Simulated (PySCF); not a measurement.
Trimethylsulfonium, SMILES C[S+](C)C (C3H9S (cation, charge +1)), B3LYP/def2-SVP optimised geometry. Atoms within 1.6 Å of the plane z = 0.0 Å (x, y, z in Å): S2 (-0.35, -0.62, 0.00), C3 (-0.76, 1.15, 0.00), C4 (1.46, -0.62, 0.00), H8 (-0.25, 1.67, -0.83), H9 (-0.45, 1.55, 0.97), H10 (-1.85, 1.23, -0.09), H11 (1.85, 0.00, -0.82), H12 (1.79, -0.23, 0.98), H13 (1.79, -1.67, -0.10).

Calculation: PySCF 2.14.0 with B3LYP/def2-TZVP. Cells within 0.4 Å of a nucleus heavier than hydrogen are left out (blank, or x).

Map of the electron localisation function on the plane z = 0.0 Å:

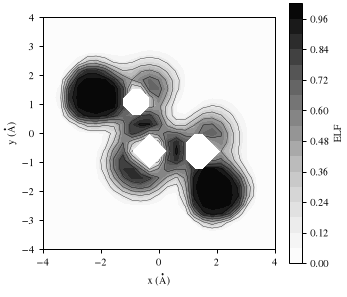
Figure. Electron localisation function on the plane z = 0.0 Å.
